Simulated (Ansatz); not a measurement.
CH$_{7}$GaSn (SMILES [CH3][SnH2][GaH2])

Input

```
basis:
  gaussian:
    orbitals: def2-TZVPD
crystal:
  periodic: [false, false, false]
  atoms:
    - {symbol: C, position_ang: [-1.333095, -0.335436, 0.242669]}
    - {symbol: Ga, position_ang: [1.966317, 1.156261, -1.560737]}
    - {symbol: Sn, position_ang: [0.834965, -0.530682, 0.132207]}
    - {symbol: H, position_ang: [-1.599853, 0.680244, 0.567633]}
    - {symbol: H, position_ang: [-1.736505, -1.062581, 0.961750]}
    - {symbol: H, position_ang: [-1.775159, -0.522037, -0.746331]}
    - {symbol: H, position_ang: [1.199352, -2.165760, -0.301905]}
    - {symbol: H, position_ang: [1.469532, -0.306607, 1.726625]}
    - {symbol: H, position_ang: [3.529408, 1.149260, -1.795131]}
    - {symbol: H, position_ang: [1.104429, 2.205597, -2.371636]}
output:
  forces: true
  orbitals: {seedname: orbitals}
hamiltonian:
  xc: pbe0
```

Command:

```sh
ansatz run input.yaml --threads 2 --pin off --max-ram 4350MiB --events-out events.jsonl --progress --plain --runs-dir runs
```

Geometry: B3LYP-D3(BJ)/def2-SVP; core potentials replace the inner electrons of Sn.

Theory: isolated molecule in a Gaussian basis; Kohn-Sham density functional theory, functional PBE0 in Ansatz 0.2.0.

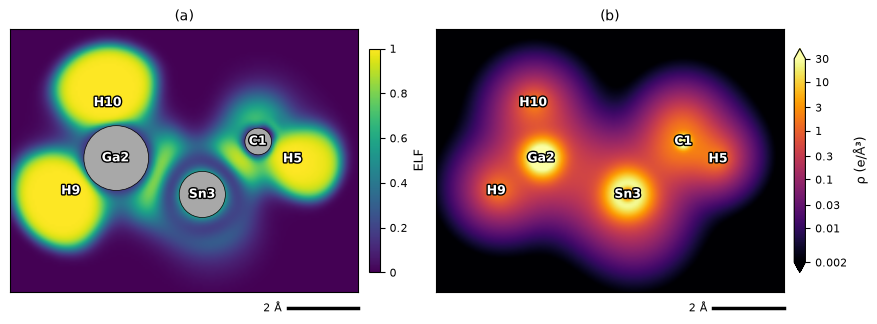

Figure 1. (a) ELF; (b) electron density on the plane of atoms Sn3, Ga2 and H10. Grey discs cover the atomic cores in the ELF map.

Interpret the plot.

Answer. The section cuts through C, Ga, Sn and H sites.
C–Sn (2.18 Å): the density is about 0.67 e/Å³ at the midpoint; the ELF peaks at about 0.90 in the valence shell of C, 0.7 Å from its nucleus, and drops to about 0.20 between the two atoms.
Ga–Sn (2.64 Å): the density is about 0.44 e/Å³ at the midpoint; the ELF peaks at about 0.80 between the atoms, as expected for a shared electron pair.
C–H (1.10 Å): ρ is about 1.9 e/Å³ halfway; the ELF climbs to about 1 towards the hydrogen, as it does in any bond to H: a covalent bond by its length.
Ga–H (1.58 Å): ρ at the midpoint is about 0.95 e/Å³; the ELF climbs to about 1 towards the hydrogen.

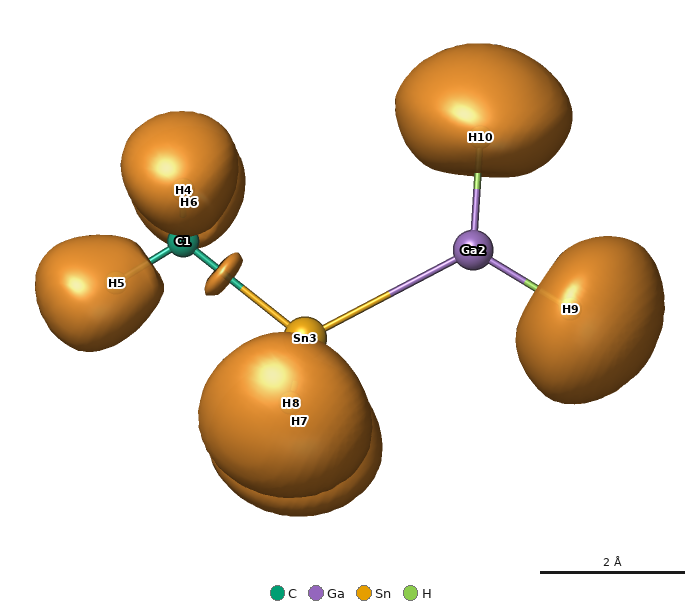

Figure 2. Isosurface of the electron localisation function at 0.85 (orange), seen across its widest extent. Core shells and regions of very low density are left out.

Identify the bonds, lone pairs and shells in this picture.

Answer. At this value the surface marks out seven regions around hydrogen nuclei and one lobe of the valence shell of C pointing towards Sn (polar bonds).

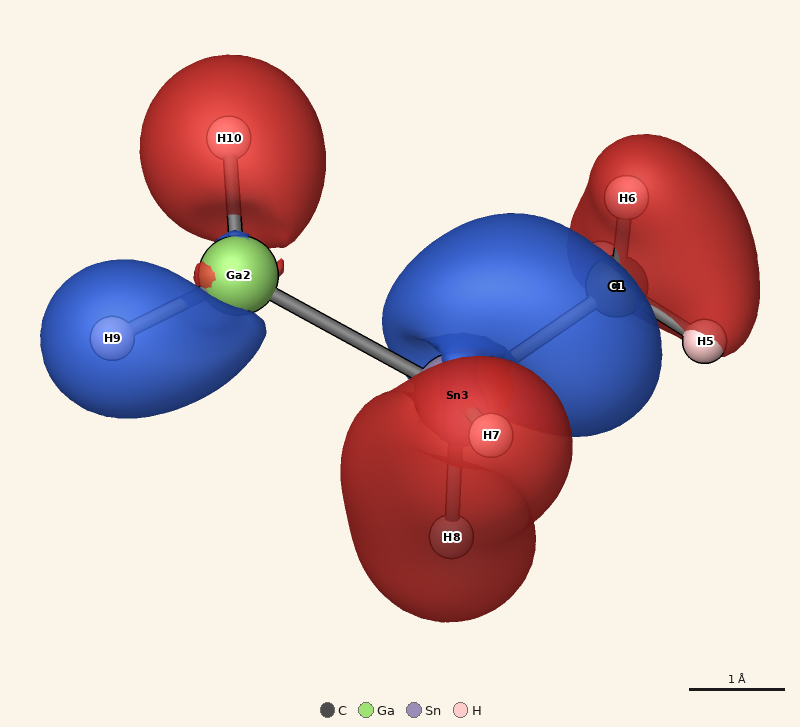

Figure 3. The HOMO−1 at ±0.08 Å⁻³ᐟ² (red and blue are the two phases), seen at an oblique angle.

Where does this orbital lie, and at what energy?

Answer. It lies mainly on C1 (about 30 %), Sn3 (about 25 %), Ga2 (about 10 %), H10 (about 10 %), H7 (about 5 %) and H8 (about 5 %). Its energy is −8.15 eV.
